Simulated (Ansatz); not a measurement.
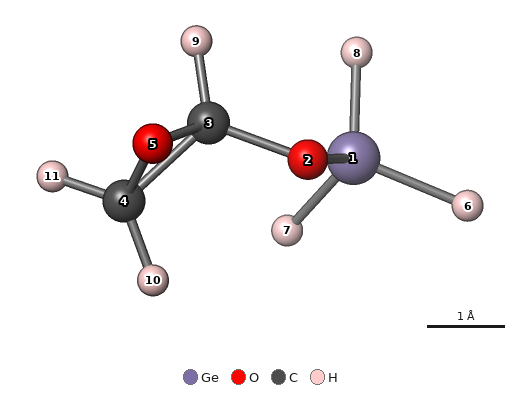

The structure as given in the input (ball-and-stick view, seen at a tilt; atoms are numbered from 1 in the order of the input). Sticks mark near contacts.

**Run report: C₂H₆GeO₂, geometry relaxation**

- system: C₂H₆GeO₂
- method: RKS B3LYP-D4/def2-SVP (Ansatz 0.2.0)

It belongs to a series of runs on one base structure; here: end point A relaxed. Figures and captions count atoms from 1; the log counts them from 0 in places.

## The program's output
```
The last accepted step is kept in [file] (removed where the run ends without a failure and the disk answers)
Engine: ansatz 0.2.0, x86_64-unknown-linux-gnu
Functional definition: B3LYP
  parameter a0 = 0.2
  parameter ax = 0.72
  parameter ac = 0.81
  exchange = (1 - a0 - ax)*slater_x + ax*b88_x + a0*exact_x
  correlation = (1 - ac)*vwn_rpa_c + ac*lyp_c
1291 factors; integrals over basis functions are off by at most 3.3e-4 eV
mean field evaluation 1: about -62766.2279 eV, gradient 5.3e1 eV
mean field evaluation 2: about -62757.0205 eV, gradient 8.9e1 eV
mean field evaluation 4: about -62771.4552 eV, gradient 4.3e0 eV
mean field evaluation 8: about -62771.5171 eV, gradient 1.3e-1 eV
mean field evaluation 16: about -62771.5172 eV, gradient 2.3e-5 eV
mean field -62771.51715523 eV, -2306.8107073921 hartree, gradient 2.3e-5 eV, S^2 0.000000; 0 other end points of the search recorded, 0 dependent functions left out
the calculation of the forces begins
reference -62771.51740430 eV, -2306.8107165452 hartree; 33, 33 occupied and 85, 85 virtual orbitals, 1291 factors
relax step   1: F+E_penalty+E_count = -62771.85945654 eV  Δ(F+E_penalty+E_count) = +0.000e0 eV  max|allowed force component| = 3.005e0 eV/Å  Δτ_max = 0.0000 Å  (26 SCF iters, accepted)
these checks for a lower state are left out or cut short: starts, cluster_reference, orbital_swaps, neighbouring_geometries, increment
1291 factors; integrals over basis functions are off by at most 3.5e-4 eV
mean field -62772.05426847 eV, -2306.8304459397 hartree, gradient 2.5e-5 eV, S^2 0.000000; 0 other end points of the search recorded, 0 dependent functions left out
the calculation of the forces begins
reference -62772.05451627 eV, -2306.8304550461 hartree; 33, 33 occupied and 85, 85 virtual orbitals, 1291 factors
relax step   2: F+E_penalty+E_count = -62772.39106632 eV  Δ(F+E_penalty+E_count) = -5.316e-1 eV  max|allowed force component| = 1.383e0 eV/Å  Δτ_max = 0.1032 Å  (28 SCF iters, accepted)
these checks for a lower state are left out or cut short: starts, cluster_reference, orbital_swaps, neighbouring_geometries, increment
1291 factors; integrals over basis functions are off by at most 3.6e-4 eV
mean field -62772.15182140 eV, -2306.8340309436 hartree, gradient 7.6e-6 eV, S^2 0.000000; 0 other end points of the search recorded, 0 dependent functions left out
the calculation of the forces begins
reference -62772.15207196 eV, -2306.8340401517 hartree; 33, 33 occupied and 85, 85 virtual orbitals, 1291 factors
relax step   3: F+E_penalty+E_count = -62772.48239114 eV  Δ(F+E_penalty+E_count) = -9.132e-2 eV  max|allowed force component| = 1.167e0 eV/Å  Δτ_max = 0.2000 Å  (28 SCF iters, accepted)
these checks for a lower state are left out or cut short: starts, cluster_reference, orbital_swaps, neighbouring_geometries, increment
1291 factors; integrals over basis functions are off by at most 3.6e-4 eV
mean field evaluation 32: about -62772.1825 eV, gradient 6.1e-2 eV
mean field -62772.20799759 eV, -2306.8360953808 hartree, gradient 7.5e-6 eV, S^2 0.000000; 0 other end points of the search recorded, 0 dependent functions left out
the calculation of the forces begins
reference -62772.20824941 eV, -2306.8361046350 hartree; 33, 33 occupied and 85, 85 virtual orbitals, 1291 factors
relax step   4: F+E_penalty+E_count = -62772.53639860 eV  Δ(F+E_penalty+E_count) = -5.401e-2 eV  max|allowed force component| = 2.076e-1 eV/Å  Δτ_max = 0.1067 Å  (29 SCF iters, accepted)
these checks for a lower state are left out or cut short: starts, cluster_reference, orbital_swaps, neighbouring_geometries, increment
1291 factors; integrals over basis functions are off by at most 3.6e-4 eV
mean field -62772.20927400 eV, -2306.8361422878 hartree, gradient 1.3e-5 eV, S^2 0.000000; 0 other end points of the search recorded, 0 dependent functions left out
the calculation of the forces begins
reference -62772.20952575 eV, -2306.8361515395 hartree; 33, 33 occupied and 85, 85 virtual orbitals, 1291 factors
relax step   5: F+E_penalty+E_count = -62772.53816727 eV  Δ(F+E_penalty+E_count) = -1.769e-3 eV  max|allowed force component| = 1.835e-1 eV/Å  Δτ_max = 0.1058 Å  (27 SCF iters, accepted)
these checks for a lower state are left out or cut short: starts, cluster_reference, orbital_swaps, neighbouring_geometries, increment
1291 factors; integrals over basis functions are off by at most 3.6e-4 eV
mean field -62772.21313438 eV, -2306.8362841542 hartree, gradient 9.0e-5 eV, S^2 0.000000; 0 other end points of the search recorded, 0 dependent functions left out
the calculation of the forces begins
reference -62772.21338688 eV, -2306.8362934335 hartree; 33, 33 occupied and 85, 85 virtual orbitals, 1291 factors
relax step   6: F+E_penalty+E_count = -62772.54144217 eV  Δ(F+E_penalty+E_count) = -3.275e-3 eV  max|allowed force component| = 8.616e-2 eV/Å  Δτ_max = 0.0716 Å  (25 SCF iters, accepted)
these checks for a lower state are left out or cut short: starts, cluster_reference, orbital_swaps, neighbouring_geometries, increment
1291 factors; integrals over basis functions are off by at most 3.6e-4 eV
mean field -62772.21401520 eV, -2306.8363165239 hartree, gradient 9.9e-6 eV, S^2 0.000000; 0 other end points of the search recorded, 0 dependent functions left out
the calculation of the forces begins
reference -62772.21426774 eV, -2306.8363258044 hartree; 33, 33 occupied and 85, 85 virtual orbitals, 1291 factors
relax step   7: F+E_penalty+E_count = -62772.54205978 eV  Δ(F+E_penalty+E_count) = -6.176e-4 eV  max|allowed force component| = 2.788e-2 eV/Å  Δτ_max = 0.0098 Å  (30 SCF iters, accepted)
these checks for a lower state are left out or cut short: starts, cluster_reference, orbital_swaps, neighbouring_geometries, increment
1291 factors; integrals over basis functions are off by at most 3.6e-4 eV
mean field -62772.21388867 eV, -2306.8363118737 hartree, gradient 6.4e-6 eV, S^2 0.000000; 0 other end points of the search recorded, 0 dependent functions left out
the calculation of the forces begins
reference -62772.21414114 eV, -2306.8363211521 hartree; 33, 33 occupied and 85, 85 virtual orbitals, 1291 factors
relax step   8: F+E_penalty+E_count = -62772.54213130 eV  Δ(F+E_penalty+E_count) = -7.152e-5 eV  max|allowed force component| = 5.970e-3 eV/Å  Δτ_max = 0.0062 Å  (23 SCF iters, accepted)
1291 factors; integrals over basis functions are off by at most 3.6e-4 eV
mean field evaluation 64: about -62772.2139 eV, gradient 6.4e-6 eV
```

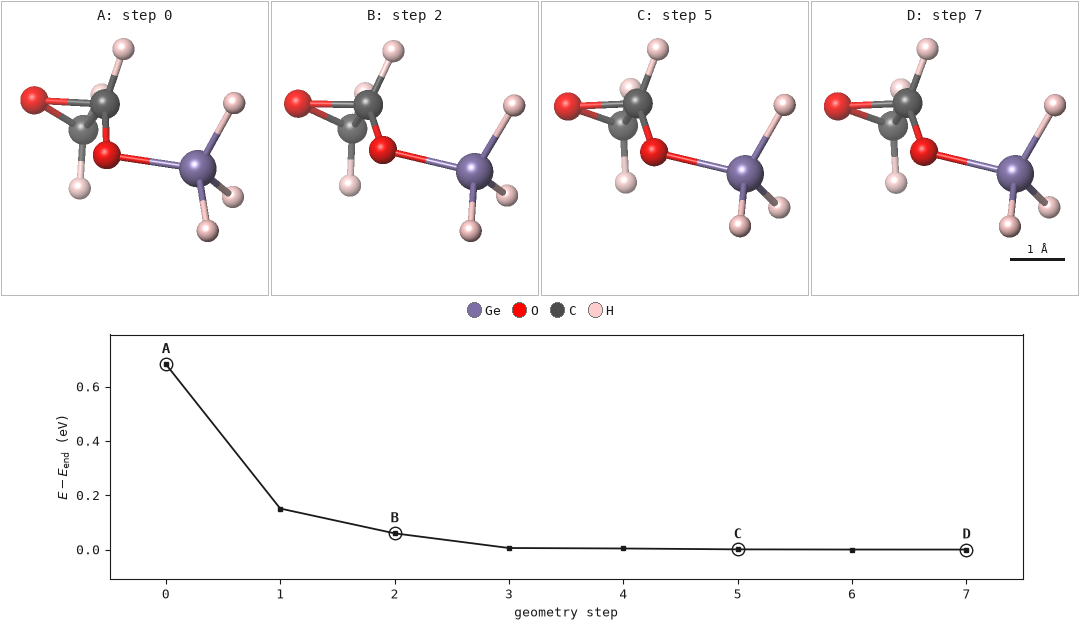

Frames of the relaxation (ball-and-stick view, seen at a tilt) above the curves, on which the letters mark them (the first geometry is step 0 here and step 1 in the log).

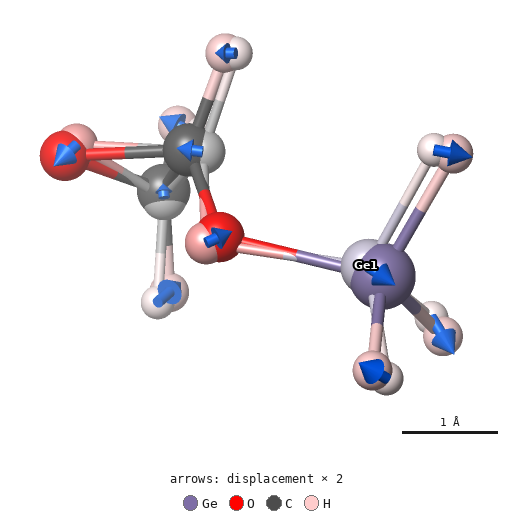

Start (faint) and end (solid) with the displacements as blue arrows, magnified 2 times (ball-and-stick view, seen at a tilt). The two geometries are laid on each other by the best rigid fit. Over 7 geometry steps the energy falls by 0.683 eV. The largest force component goes from 3 to 0.006 eV/Å. The largest move after the best rigid fit is that of H7, 0.26 Å. By element the largest moves are H 0.26 Å, Ge 0.18 Å, O 0.18 Å, C 0.14 Å. Among the contacts that change: Ge1–H6 1.616 → 1.533 Å, C4–O5 1.354 → 1.434 Å, Ge1–O2 1.750 → 1.803 Å, Ge1–H8 1.492 → 1.544 Å. Among the angles that change: Ge1–O2–C3 103.5° → 121.0°, H10–C4–H11 125.8° → 115.9°, C3–C4–H11 112.6° → 121.2°. (Atoms are counted from 1 in the order of the input.)

```
mean field -62772.21388867 eV, -2306.8363118737 hartree, gradient 6.4e-6 eV, S^2 0.000000; 1 other end points of the search recorded, 0 dependent functions left out
the calculation of the forces begins
reference -62772.21414114 eV, -2306.8363211521 hartree; 33, 33 occupied and 85, 85 virtual orbitals, 1291 factors
Total energy: -62772.54238378 eV, -2306.8483838463 hartree
Atom 0 at    -1.717585     0.416109     0.700649 Å, force    -0.001679     0.001902    -0.002048 eV/Å
Atom 1 at     0.073586     0.585898     0.809891 Å, force     0.000180     0.001137     0.000829 eV/Å
Atom 2 at     0.909817    -0.353123     0.253350 Å, force     0.005970    -0.001605     0.003407 eV/Å
Atom 3 at     1.425134    -0.194317    -1.118134 Å, force     0.002567    -0.003245    -0.000882 eV/Å
Atom 4 at     2.219115     0.072409     0.046087 Å, force    -0.004726     0.000796     0.002110 eV/Å
Atom 5 at    -2.250267     1.619904     1.485779 Å, force     0.000009    -0.000054     0.000187 eV/Å
Atom 6 at    -2.130269     0.455483    -0.786613 Å, force     0.000892    -0.001246     0.000841 eV/Å
Atom 7 at    -2.129106    -0.927724     1.340350 Å, force     0.000414     0.000342    -0.000643 eV/Å
Atom 8 at     0.812392    -1.362302     0.690995 Å, force     0.000564    -0.000810    -0.001225 eV/Å
Atom 9 at     1.119978     0.693942    -1.686056 Å, force    -0.001949     0.003191    -0.001603 eV/Å
Atom 10 at     1.732705    -1.063481    -1.715596 Å, force    -0.002241    -0.000408    -0.000974 eV/Å
Dipole moment:    -0.563571    -0.247797    -0.225643 e Å
```

## Trajectory as extended XYZ (Å, eV, eV/Å), 8 frames, from step=1 to step=8
```
11
Properties=species:S:1:pos:R:3:forces:R:3 step=1 energy=-62771.85946
Ge   -1.5412    0.3664    0.6908   -3.0051   2.0741  -0.2582
O     0.1691    0.7002    0.8546    0.6286  -0.8879   0.0678
C     0.7730   -0.3856    0.2342    2.9814   1.1122  -0.1590
C     1.3926   -0.1233   -1.1198   -1.9974  -0.6020   0.0240
O     2.1631   -0.0961   -0.0072    0.8952  -0.2209   1.9281
H    -2.3710    1.6110    1.3026    0.7146  -0.7942  -0.2874
H    -1.9252    0.2995   -0.8204    0.2118  -0.1165   0.2115
H    -1.9401   -0.8830    1.4024   -0.0646  -0.8468   0.4365
H     0.6941   -1.3931    0.7110   -0.4730   0.4860  -0.4360
H     1.1478    0.8803   -1.5133   -0.0080  -0.4921  -0.5992
H     1.5033   -1.0335   -1.7142    0.1164   0.2882  -0.9281
11
Properties=species:S:1:pos:R:3:forces:R:3 step=2 energy=-62772.39107
Ge   -1.6304    0.4183    0.6917   -0.8200   0.2491  -0.0492
O     0.1280    0.6695    0.8761    0.5883  -0.7915  -0.2308
C     0.8362   -0.3633    0.2668    1.3834   0.7758  -0.5179
C     1.3899   -0.1456   -1.1072   -1.0323  -0.4005  -0.0266
O     2.2079   -0.0560    0.0109   -0.0798  -0.0220   1.2619
H    -2.3201    1.6260    1.3594    0.1130  -0.0794  -0.1109
H    -1.9289    0.2808   -0.8234   -0.0230   0.0976   0.1098
H    -1.9923   -0.8921    1.3995   -0.0695  -0.1694   0.1065
H     0.6765   -1.3884    0.6610   -0.0709   0.3225  -0.0420
H     1.1161    0.8177   -1.5701    0.1093  -0.2462  -0.2335
H     1.5826   -1.0241   -1.7441   -0.0984   0.2640  -0.2674
11
Properties=species:S:1:pos:R:3:forces:R:3 step=3 energy=-62772.48239
Ge   -1.6991    0.3919    0.7277    0.0036   0.0081  -0.0101
O     0.0957    0.5696    0.8538   -0.3032   0.3134   0.2104
C     0.8937   -0.3362    0.2198   -0.4100  -1.0158   1.1230
C     1.4144   -0.1350   -1.1031    0.4580   0.1049  -1.1673
O     2.2285    0.0210    0.0661    0.0738  -0.0320   0.0384
H    -2.2618    1.6716    1.3690    0.0494  -0.0611  -0.0715
H    -2.0035    0.2594   -0.7828   -0.1042   0.0361   0.0633
H    -2.1689   -0.8743    1.4917    0.1004   0.0900  -0.0651
H     0.7298   -1.3960    0.5465    0.0967   0.4274   0.0160
H     1.2070    0.7907   -1.6511   -0.0809   0.0511   0.0012
H     1.6297   -1.0201   -1.7171    0.1161   0.0779  -0.1383
11
Properties=species:S:1:pos:R:3:forces:R:3 step=4 energy=-62772.53640
Ge   -1.7144    0.4043    0.7118   -0.0567   0.0054   0.0526
O     0.0752    0.5582    0.8429    0.2076  -0.1617  -0.1888
C     0.8935   -0.3734    0.2339    0.0223   0.0627   0.1873
C     1.4349   -0.1493   -1.1156    0.0082  -0.0399  -0.1128
O     2.2236    0.0170    0.0728   -0.1563   0.0593  -0.0760
H    -2.2376    1.6822    1.3795   -0.0136  -0.0129  -0.0277
H    -2.1024    0.2994   -0.7807    0.0102   0.0268   0.0273
H    -2.1503   -0.8658    1.4731   -0.0209  -0.0093  -0.0123
H     0.7653   -1.4068    0.6042   -0.0488   0.0432   0.0130
H     1.1610    0.7768   -1.6443    0.0643  -0.0606   0.0975
H     1.7165   -0.9995   -1.7570   -0.0163   0.0870   0.0399
11
Properties=species:S:1:pos:R:3:forces:R:3 step=5 energy=-62772.53817
Ge   -1.7116    0.4117    0.7039    0.0261  -0.0090   0.0030
O     0.0806    0.5946    0.7993   -0.0263   0.0204   0.1835
C     0.9073   -0.3570    0.2521   -0.0708   0.0553  -0.1603
C     1.4253   -0.1784   -1.1140    0.0237  -0.0489  -0.0760
O     2.2279    0.0370    0.0539   -0.0079   0.0285   0.0720
H    -2.2575    1.6356    1.4492    0.0191  -0.0066  -0.0126
H    -2.1131    0.3924   -0.7853   -0.0279   0.0149  -0.0208
H    -2.1202   -0.9141    1.3839    0.0195   0.0125   0.0046
H     0.7800   -1.3710    0.6690    0.0063  -0.0092   0.0175
H     1.1480    0.7349   -1.6583   -0.0177  -0.0470   0.0162
H     1.6989   -1.0428   -1.7328    0.0560  -0.0109  -0.0269
11
Properties=species:S:1:pos:R:3:forces:R:3 step=6 energy=-62772.54144
Ge   -1.7172    0.4177    0.7026   -0.0409  -0.0069   0.0061
O     0.0720    0.5920    0.8070    0.0168  -0.0411  -0.0426
C     0.9038   -0.3513    0.2490    0.0464   0.0512   0.0862
C     1.4266   -0.1972   -1.1189    0.0255   0.0650  -0.0124
O     2.2140    0.0755    0.0495   -0.0023  -0.0543  -0.0311
H    -2.2532    1.6158    1.4931   -0.0043   0.0077   0.0070
H    -2.1338    0.4610   -0.7825   -0.0068  -0.0016  -0.0140
H    -2.1189   -0.9310    1.3381   -0.0076  -0.0003   0.0004
H     0.8042   -1.3607    0.6856   -0.0101   0.0034   0.0126
H     1.1286    0.6893   -1.6936   -0.0114  -0.0040   0.0030
H     1.7395   -1.0684   -1.7094   -0.0053  -0.0188  -0.0152
11
Properties=species:S:1:pos:R:3:forces:R:3 step=7 energy=-62772.54206
Ge   -1.7197    0.4173    0.7012    0.0052  -0.0107  -0.0067
O     0.0715    0.5868    0.8065    0.0175  -0.0012   0.0039
C     0.9099   -0.3522    0.2526   -0.0113  -0.0197  -0.0050
C     1.4273   -0.1950   -1.1187    0.0024  -0.0279   0.0089
O     2.2189    0.0739    0.0465    0.0016   0.0061   0.0086
H    -2.2512    1.6184    1.4909    0.0002   0.0028  -0.0011
H    -2.1353    0.4590   -0.7853   -0.0015   0.0009   0.0028
H    -2.1280   -0.9285    1.3389   -0.0027   0.0001  -0.0005
H     0.8127   -1.3623    0.6901   -0.0016   0.0274  -0.0044
H     1.1234    0.6918   -1.6890   -0.0056   0.0098  -0.0058
H     1.7359   -1.0664   -1.7130   -0.0041   0.0124  -0.0007
11
Properties=species:S:1:pos:R:3:forces:R:3 step=8 energy=-62772.54213
Ge   -1.7176    0.4161    0.7006   -0.0017   0.0019  -0.0020
O     0.0736    0.5859    0.8099    0.0002   0.0011   0.0008
C     0.9098   -0.3531    0.2534    0.0060  -0.0016   0.0034
C     1.4251   -0.1943   -1.1181    0.0026  -0.0032  -0.0009
O     2.2191    0.0724    0.0461   -0.0047   0.0008   0.0021
H    -2.2503    1.6199    1.4858    0.0000  -0.0001   0.0002
H    -2.1303    0.4555   -0.7866    0.0009  -0.0012   0.0008
H    -2.1291   -0.9277    1.3403    0.0004   0.0003  -0.0006
H     0.8124   -1.3623    0.6910    0.0006  -0.0008  -0.0012
H     1.1200    0.6939   -1.6861   -0.0019   0.0032  -0.0016
H     1.7327   -1.0635   -1.7156   -0.0022  -0.0004  -0.0010
```

The run was set up as follows.

## Input
```yaml
crystal:
  periodic: [false, false, false]
  atoms:
    - { symbol: Ge, position_ang: [-1.5412, 0.3664, 0.6908] }
    - { symbol: O, position_ang: [0.1691, 0.7002, 0.8546] }
    - { symbol: C, position_ang: [0.773, -0.3856, 0.2342] }
    - { symbol: C, position_ang: [1.3926, -0.1233, -1.1198] }
    - { symbol: O, position_ang: [2.1631, -0.0961, -0.0072] }
    - { symbol: H, position_ang: [-2.371, 1.611, 1.3026] }
    - { symbol: H, position_ang: [-1.9252, 0.2995, -0.8204] }
    - { symbol: H, position_ang: [-1.9401, -0.883, 1.4024] }
    - { symbol: H, position_ang: [0.6941, -1.3931, 0.711] }
    - { symbol: H, position_ang: [1.1478, 0.8803, -1.5133] }
    - { symbol: H, position_ang: [1.5033, -1.0335, -1.7142] }
basis:
  gaussian: { orbitals: def2-SVP }
hamiltonian:
  xc: b3lyp
  dispersion: d4
relax:
  f_tol: 0.02
  max_steps: 50
```

Run as:
```bash
ansatz run input.yaml --threads 2 --pin off --max-ram 3072MiB --backend cpu --events-out ev --progress --plain --runs-dir out
```

## Key numbers

- outcome: converged
- total energy: −62772.5424 eV
- mean-field energy: −62772.2141 eV
- largest force (length of the vector) at the end: 0.007 eV/Å
- hardware: 2 threads of AMD EPYC (Zen 5), 16 GiB of memory available, shared host
- wall time: 11 s (CPU time 21 s)
- peak memory: 0.33 GiB
